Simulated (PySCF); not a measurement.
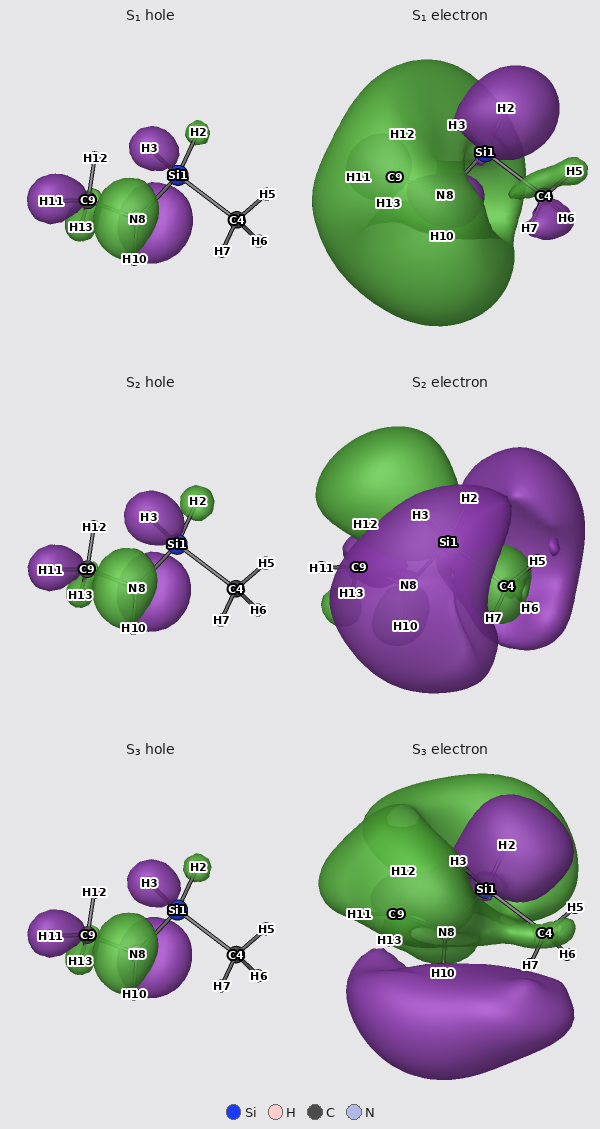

Figure 1: SiH2Me(NHMe) (C2H9NSi). Leading natural transition orbitals (TDA singlet states).

Method: ωB97X/def2-SVPD; geometry: GFN2-xTB; program: PySCF. No frequency check shows the geometry to be a minimum.

Input

```python
import numpy as np
from pyscf import gto, scf, dft, tdscf
from pyscf.scf import atom_ks, atom_hf
from scipy.linalg import block_diag

def solve(mol, dm0=None, hcore=None):
    mf = (dft.UKS if mol.spin else dft.RKS)(mol, xc='wb97x')
    mf.grids.level = 3
    mf = mf.density_fit(auxbasis='def2-universal-jkfit')
    mf.conv_tol, mf.max_cycle = 1e-8, 80
    if hcore is not None:
        mf.get_hcore = lambda *args: hcore
    mf.kernel(dm0)
    if not mf.converged:
        mf = mf.newton().run(mf.mo_coeff, mf.mo_occ, max_cycle=30)
    assert mf.converged, 'SCF not converged'
    return mf

mol = gto.M(atom='''
Si     0.50047     0.56500     0.02134
H      0.37372     1.41508    -1.16851
H      0.55502     1.43652     1.21249
C      2.05772    -0.50867    -0.03331
H      2.93938     0.11849    -0.10798
H      2.05422    -1.17528    -0.88955
H      2.16530    -1.11610     0.86020
N     -0.82835    -0.52323    -0.02862
C     -2.20309    -0.08941    -0.01975
H     -0.72284    -1.43252     0.39577
H     -2.59012     0.06536     0.99401
H     -2.27435     0.85413    -0.55543
H     -2.83620    -0.82455    -0.52113
''', basis='def2-svpd', charge=0, spin=0, verbose=4)
mf = solve(mol)
td = mf.TDA()
td.nstates, td.singlet, td.conv_tol = 4, True, 1e-5
td.kernel()
td.analyze()
x, y = np.array([p[0] for p in td.xy]), np.array([p[1] + 0 * p[0] for p in td.xy])
f, mu = td.oscillator_strength(), td.transition_dipole()
nto = [td.get_nto(state=i + 1, verbose=4) for i in range(len(td.e))]
# spherically averaged free atoms, for the promolecule
atm = atom_ks.get_atm_nrks(mol, xc='wb97x')
pro = block_diag(*[(atm[a[0]][2] * atm[a[0]][3]) @ atm[a[0]][2].T for a in mol._atom])
np.savez('result.npz', e=td.e, f=f, ok=td.converged, w=[n[0] for n in nto], nto=[n[1] for n in nto], x=x, y=y, c=mf.mo_coeff, occ=mf.mo_occ, eps=mf.mo_energy, pro=pro, mu=mu)
```

Run with:

```sh
OMP_NUM_THREADS=1 python input.py
```

The run took 10 min on 1 thread of Arm Neoverse V1, on a shared host, peak memory 0.83 GiB.

**Describe these excited states.**

By state:
- S₁: 6.34 eV (196 nm), f = 0.004, partly diffuse acceptor orbital; the leading pair carries 99 %; hole on N8 (57 %), Si1 (11 %) and C9 (9 %), electron on Si1 (23 %), H10 (20 %) and N8 (11 %) (atom shares of so diffuse an orbital are rough); their centroids lie 0.3 Å apart.
- S₂: 7.01 eV (177 nm), f = 0.003, partly diffuse acceptor orbital; the leading pair carries 99 %; hole on N8 (54 %), Si1 (12 %) and H3 (8 %), electron on Si1 (37 %), H2 and H3 (9 % each) and C4 (8 %) (atom shares of so diffuse an orbital are rough); their centroids lie 1.3 Å apart.
- S₃: 7.67 eV (162 nm), f = 0.029, partly diffuse acceptor orbital; the leading pair carries 97 %; hole on N8 (56 %), Si1 (12 %) and C9 (8 %), electron on H10 (27 %), Si1 (21 %) and H2 (9 %) (atom shares of so diffuse an orbital are rough); their centroids lie 0.5 Å apart.
